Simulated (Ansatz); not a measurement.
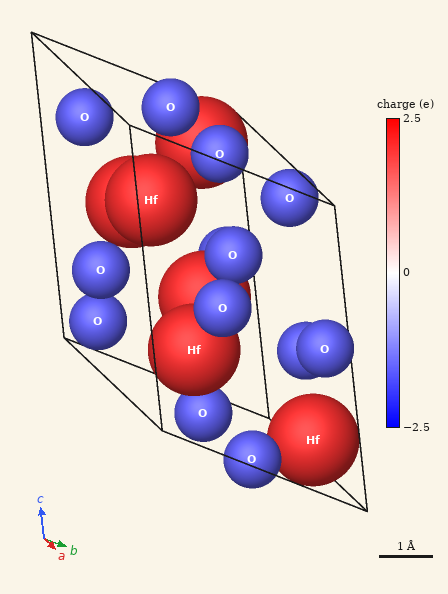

Spheres-only drawing of the structure, looking slightly off an axis. The simulation cell is outlined; an atom on or near a face, edge or corner is repeated at each equivalent position. The atoms of this Hf3O4 cell are coloured by their Bader charge.

Computational set-up: DFT, PAW plane waves, r2SCAN (Ansatz 0.2.0), E_cut = 500 eV, k-points on a 7×7×7 grid, Fermi-Dirac smearing of 0.029 eV, no spin polarisation.

**Interpret the colouring.**

Most positive: Hf; most negative: O. Charges: about Hf +2.0 e; O -1.5 e.

Shown is a generated cell, made by putting these elements into a known structure type (the compound may or may not exist in this form), as it stood before any relaxation. It went into a calculation with Ansatz.

At this level of theory the cell isn't at rest (compressed, at 6 GPa and forces up to 0.9 eV/Å), so its distances can differ from those at equilibrium, the more so the softer the solid.
